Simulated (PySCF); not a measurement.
The calculation's input:

```
{"job": {"kind": "uv", "xc": "PBE0", "basis": "def2-SVPD", "nstates": 6, "ntriplets": 2}, "charge": 0, "multiplicity": 1}
C     -1.905775     0.760046    -0.490124
O     -0.557092     0.465585    -0.812883
C      0.000095    -0.549278    -0.091174
F     -0.567886    -1.765079    -0.459120
C      1.500347    -0.616426    -0.390366
C      2.194512     0.441055     0.298134
N      2.735311     1.274688     0.860670
H     -2.000209     1.016837     0.569851
H     -2.178840     1.614572    -1.103287
H     -2.557860    -0.086608    -0.720267
H     -0.200995    -0.464477     0.993739
H      1.890917    -1.584132    -0.065709
H      1.643090    -0.506297    -1.468440
```

Command:

```sh
OMP_NUM_THREADS=1 python probes_run.py task.json out
```

Geometry: GFN2-xTB.

Computed with PBE0/def2-SVPD, SCF density, gas phase (PySCF).

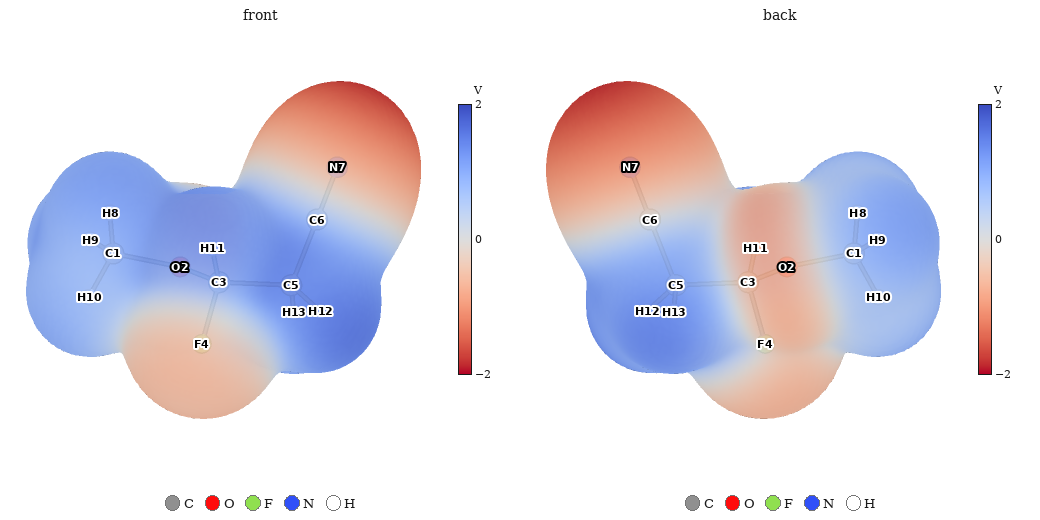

C₄H₆FNO. The molecular electrostatic potential painted on the density surface at 0.002 e/bohr³, seen from the front and from behind; the colour scale runs from red (negative) to blue (positive).

Question: Describe the electrostatic potential map.

Answer: The most negative region (about −1.8 V, or −42 kcal/mol for a unit charge) lies over N7, the most positive (about +1.5 V, or +35 kcal/mol for a unit charge) over H12. N7 is the likeliest acceptor of a hydrogen bond.
